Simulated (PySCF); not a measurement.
SMILES C[O][Al]([OH])[O]C(C)C (C₄H₁₁AlO₃) at its GFN2-xTB optimised geometry (Å):

```
19

Al     0.2114    -0.3852     0.0000
O     -0.5701    -1.8512    -0.0003
H     -0.2836    -2.7546    -0.0010
O      1.8721    -0.3852     0.0000
C      3.0929     0.2931     0.0006
H      3.6657     0.0049     0.8869
H      3.6594     0.0189    -0.8942
H      2.9519     1.3754     0.0094
O     -0.5931     1.0664     0.0000
C     -1.8555     1.6698     0.0158
C     -2.5606     1.3816     1.3374
C     -2.6919     1.1820    -1.1625
H     -1.6859     2.7546    -0.0792
H     -2.6934     0.3062     1.4366
H     -3.5295     1.8731     1.3715
H     -1.9523     1.7342     2.1668
H     -2.1777     1.3993    -2.0956
H     -2.8182     0.1047    -1.0788
H     -3.6657     1.6650    -1.1705
```

Computed with CAM-B3LYP/def2-SVP (PySCF 2.14.0).

Map of the log10 of the electron density (e/bohr³), floored at −4 on the plane z = 0.6 Å:

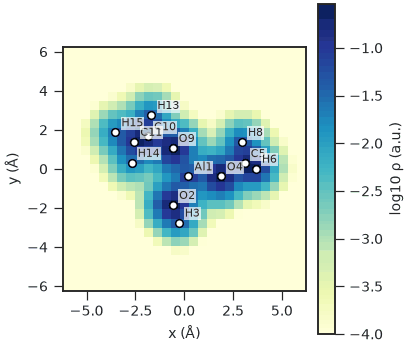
Figure. Log10 of the electron density (e/bohr³), floored at −4 on the plane z = 0.6 Å.
